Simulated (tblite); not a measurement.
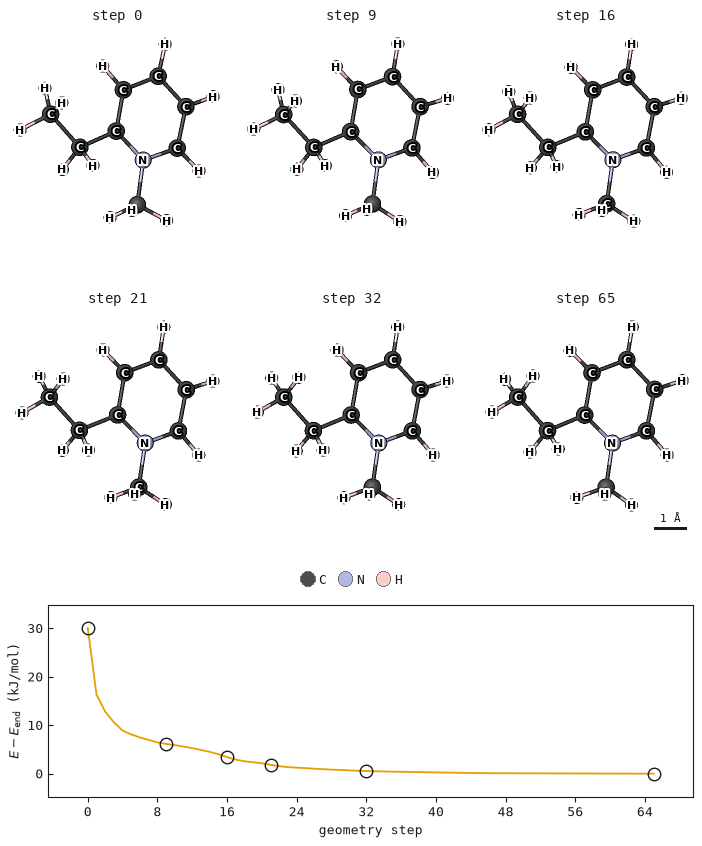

Frames of a relaxation of C8H12N (charge +1), marked on the history of the run. The picture is a ball-and-stick view, seen at a tilt.

Level of theory: GFN2-xTB geometry optimisation, gas phase (tblite 0.8.0). 

Describe the path.

Answer. The energy falls by 30.0 kJ/mol in 65 geometry steps. An H atom moves most after the best rigid fit: 0.45 Å. By element the largest moves are H 0.45 Å, C 0.05 Å, N 0.04 Å. Among the contacts that change: C–H 1.134 → 1.091 Å, C–H 1.117 → 1.086 Å, C–C 1.368 → 1.392 Å, C–C 1.504 → 1.525 Å. Among the angles between lasting bonds that change: H–C–H 113.1° → 108.6°, C–C–H 116.8° → 121.1°, C–C–H 124.6° → 120.5°. Groups turn about C–C by about 25°. From step 0 to 9: an H atom moves most (0.08 Å), energy −23.9 kJ/mol. From step 9 to 16: an H atom moves most (0.14 Å), energy −2.72 kJ/mol. From step 16 to 21: an H atom moves most (0.10 Å), energy −1.59 kJ/mol. From step 21 to 32: an H atom moves most (0.12 Å), energy −1.29 kJ/mol. From step 32 to 65: H atoms move most (0.08 Å), energy −0.55 kJ/mol.
